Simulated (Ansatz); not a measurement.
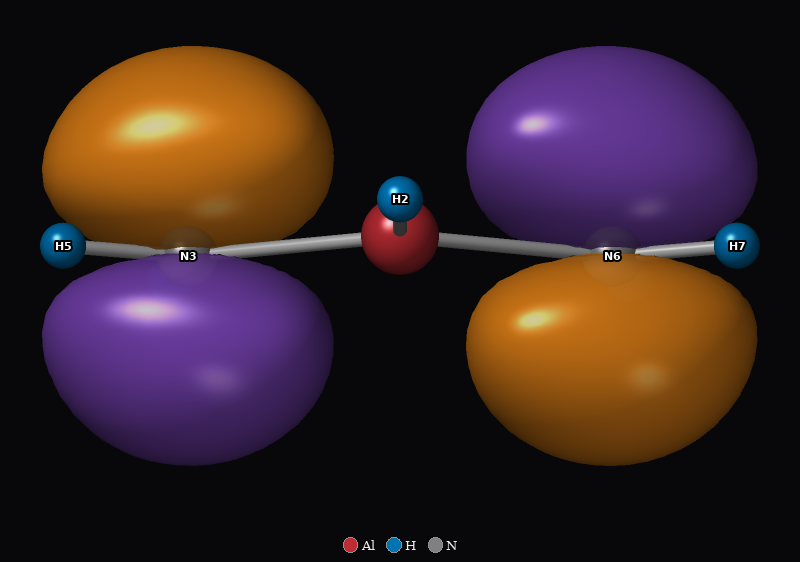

The picture shows: AlH5N2. The HOMO at ±0.1 Å⁻³ᐟ² (orange and purple are the two phases), seen from one side.

Method: Ansatz 0.2.0, RKS PBE0-D4/def2-SVP.

```xyz
8

Al   -0.0024    0.0362   -0.0595
H    -0.0093    0.1318    1.5218
N     1.5382    0.1104   -0.9383
H     1.6656    0.0596   -1.9423
H     2.4389    0.2132   -0.4855
N    -1.5358   -0.1442   -0.9357
H    -2.4403   -0.1918   -0.4811
H    -1.6550   -0.2153   -1.9394
```

What is the character of this orbital?

Answer. Its weight (Hirshfeld) is mainly on N3 (about 40 %) and N6 (about 40 %); it changes sign across the molecular plane (π type). Its energy is −6.61 eV.
